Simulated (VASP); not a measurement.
Band structure of CoGe (space group P2_13). Calculation: r2SCAN meta-GGA, VASP's PBE PAW potentials (set 64) (plane waves; VASP).

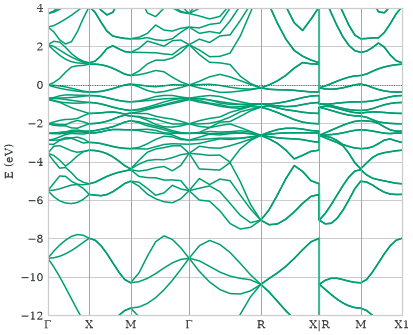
Figure: Bands along high-symmetry lines, zero at the valence-band maximum or, without a gap, the Fermi level

Read the plot: is there a gap, and where are the band edges?

It has no gap at this level: it comes out as a metal or semimetal.

The structure comes from a computed database's CoGe entry (P2_13); how it stands against other phases isn't given here. It was relaxed first. The run is not spin-polarised, so no magnetic state was tried.
